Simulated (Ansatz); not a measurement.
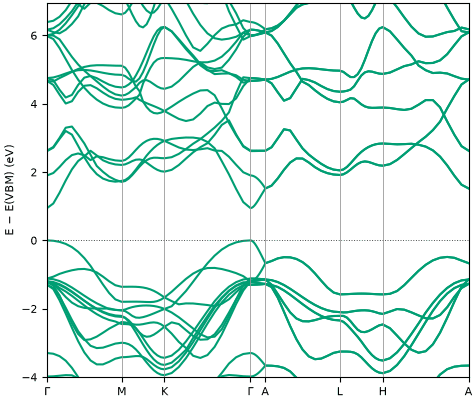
Fig. 1. Band structure from plane-wave PAW r²SCAN (Ansatz code)

Problem. Read off the gap and where the band edges lie.

Solution. About 0.9 eV (0.95 eV by a search for the band edges); maximum at Γ, minimum at Γ.

The material is InSe in space group P6_3/mmc (No. 194; In on 4f, Se on 4f).

The cell was relaxed with r²SCAN under the symmetry of its start. A crystal of weakly bound layers computed without a dispersion correction: the cell and the soft elastic constants depend strongly on that. Spin–orbit coupling is left out wherever it is not named.

Potentials: the earlier of the program's two PAW sets.
